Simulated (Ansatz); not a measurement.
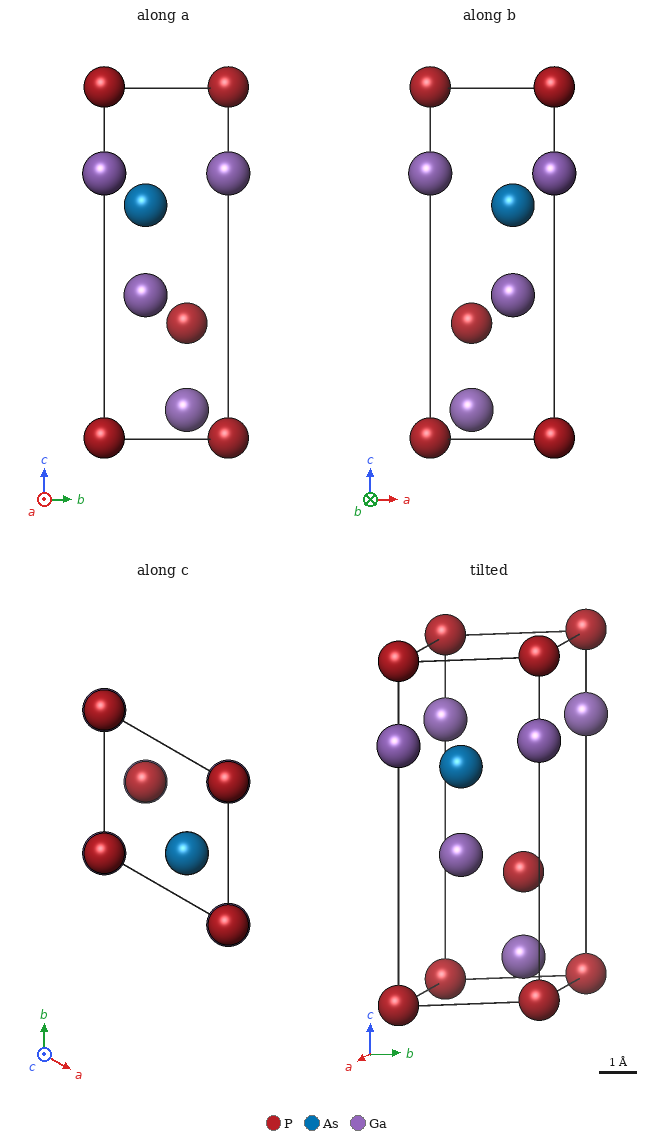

Drawn in the spheres-only manner and seen along the a axis, along the b axis, along the c axis and slightly off an axis. The edges of the conventional unit cell are marked.

Lattice parameters: a = 3.948 Å, b = 3.948 Å, c = 9.677 Å, α = 90.00°, β = 90.00°, γ = 120.00°.

Reconstruct the structure as a table of Wyckoff sites, with free fractional coordinates to two decimals.

Space group P3m1 (No. 156).
```tsv
atom	site	x	y	z
P	1a	0.00	0.00	0.00
P	1b	0.3333	0.6667	0.33
As	1c	0.6667	0.3333	0.67
Ga	1b	0.3333	0.6667	0.0833
Ga	1c	0.6667	0.3333	0.41
Ga	1a	0.00	0.00	0.76
```

The structure comes from a structure type filled with these elements by a generator (whether the compound takes this form wasn't checked). This is the structure after a relaxation with DFT, PBE, plane waves, PAW in Ansatz.
